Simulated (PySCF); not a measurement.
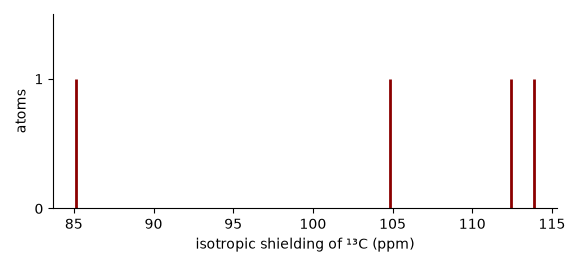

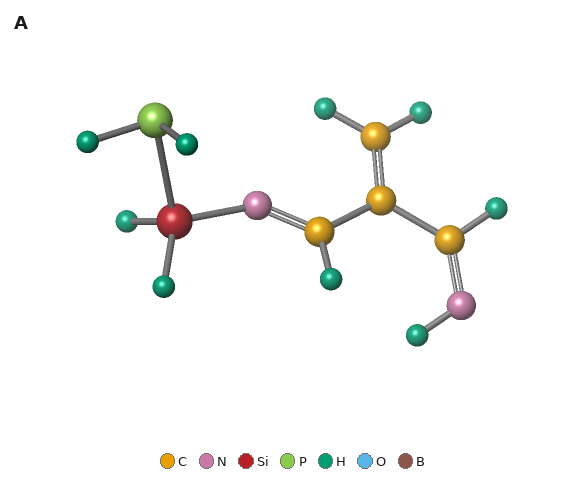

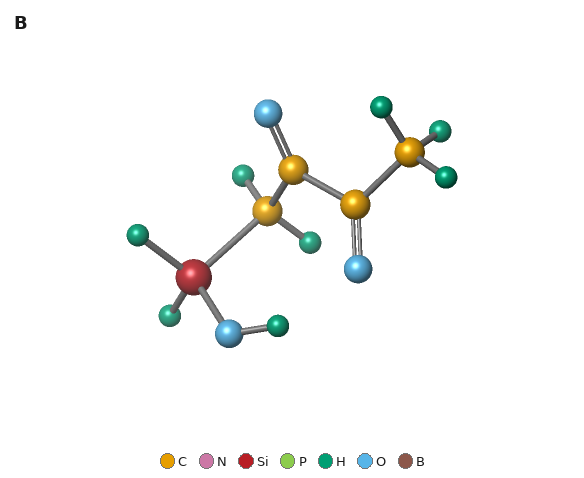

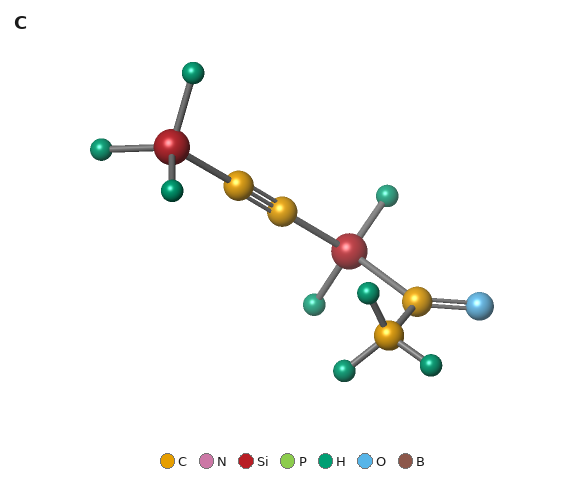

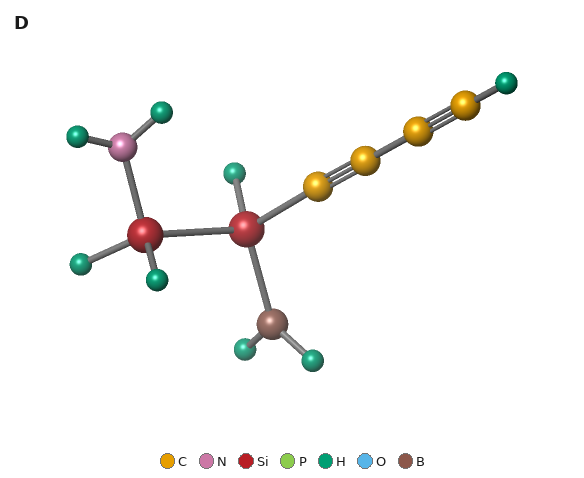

The sticks are computed shieldings of one of the molecules, for one fixed geometry (GFN2-xTB) without averaging over rotations. Low shielding means a high chemical shift. Method: GIAO PBE0/pcSseg-1 NMR shielding, non-relativistic, gas phase (PySCF 2.14.0).

Which molecule gives this pattern?

D, `B[Si@H](C#CC#C)[SiH2]N`. Its 4 C atoms give lines at 85.1, 104.8, 112.4, 113.9 ppm.

The geometry is semi-empirical. Around B, P, Si such bond lengths and angles can be off by a tenth of an ångström or more and by several degrees, and values that hang on the shape move with them.
